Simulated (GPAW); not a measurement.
Band structure of Ru3W (P6_3/mmc, 8 atoms in the cell).

```yaml
crystal:
  lattice:
    - [5.48625, 0.00000, 0.00000]
    - [-2.74313, 4.75124, 0.00000]
    - [0.00000, 0.00000, 4.36588]
  atoms:
    - { symbol: Ru, position: [0.16631, 0.33263, 0.25000] }
    - { symbol: Ru, position: [0.83369, 0.66737, 0.75000] }
    - { symbol: Ru, position: [0.83369, 0.16631, 0.75000] }
    - { symbol: Ru, position: [0.16631, 0.83369, 0.25000] }
    - { symbol: Ru, position: [0.66737, 0.83369, 0.25000] }
    - { symbol: Ru, position: [0.33263, 0.16631, 0.75000] }
    - { symbol: W, position: [0.33333, 0.66667, 0.75000] }
    - { symbol: W, position: [0.66667, 0.33333, 0.25000] }
```

Method: LDA (Perdew-Wang 92), GPAW PAW datasets LDA (gpaw-data 1.0.1) (plane waves; GPAW).

Settings: mode = pw; ecut = 550 eV; xc = LDA; kpts = 4 4 5; mesh shift (steps) = 0 0 0; occupations.name = methfessel-paxton; occupations.width = 0.136 eV; occupations.order = 0; nbands = -14; symmetry.symmorphic = false; symmetry.tolerance = 0.0005; maxiter = 120; bandpath_npoints = 40.

The starting cell comes from a database of computed structures (which also holds hypothetical and non-ambient phases and stackings), without a prior relaxation at this level. Its lattice was rescaled by a random factor within 2.5 % of one. Spin-orbit coupling is off. Spin polarisation is off.

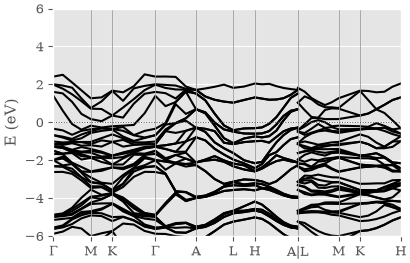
*Bands along the path, energies from the Fermi level.*

Levels in eV from the Fermi level, bands 60 to 66:
| point | 60 | 61 | 62 | 63 | 64 | 65 | 66 |
|---|---|---|---|---|---|---|---|
| Γ | -0.68 | -0.68 | -0.34 | 1.39 | 1.61 | 1.99 | 2.01 |
| M | -0.56 | -0.47 | -0.37 | -0.18 | 0.17 | 0.72 | 0.75 |
| K | -0.38 | -0.35 | -0.35 | -0.21 | 0.36 | 0.36 | 1.66 |
| A | 0.69 | 0.69 | 0.69 | 1.52 | 1.52 | 1.71 | 1.71 |
| L | -1.10 | -0.49 | -0.49 | -0.42 | -0.42 | 1.04 | 1.04 |
| H | -0.74 | -0.60 | -0.60 | -0.31 | -0.31 | 1.31 | 1.31 |

Bands cross the Fermi level along this path, so the cell is metallic at this level.
